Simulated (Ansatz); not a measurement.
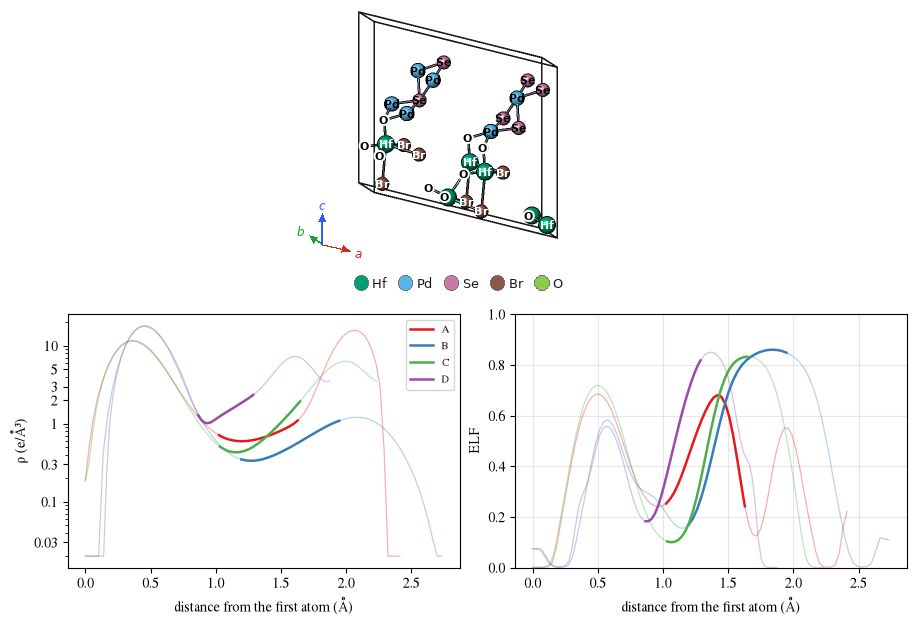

Figure 1: Hf2Pd2Se2Br2O3. Valence charge density (pseudo) and ELF along straight lines between neighbouring atoms. Thin, pale parts lie inside the atomic spheres. The structure is drawn too.

Space group Cm; a generated structure, not necessarily the stable one.

The calculation used Kohn-Sham DFT of a periodic cell, PBE, Ansatz NC (Ansatz 0.2.0).

In a pseudopotential calculation such maps are meaningful between the atoms, not at the nuclei.

> Which curve belongs to which contact (Hf–Br, Hf–O, Pd–O and Pd–Se)? The first atom named is at distance zero.

Curve A: Pd–Se (2.41 Å): the density is about 0.6 e/Å³ at the midpoint; the ELF is about 0.45 at the midpoint. Curve B: Hf–Br (2.73 Å): ρ is about 0.35 e/Å³ halfway; the ELF is about 0.40 at the midpoint. Curve C: Pd–O (2.23 Å): the density is about 0.44 e/Å³ at the midpoint; the ELF peaks at about 0.85 in the valence shell of O, 0.6 Å from its nucleus, and is about 0.10 at the midpoint (no localised pair shows between them). Curve D: Hf–O (1.87 Å): the density is about 1 e/Å³ at the midpoint; the ELF peaks at about 0.85 in the valence shell of O, 0.5 Å from its nucleus, and is about 0.20 at the midpoint; no localised pair shows between them.
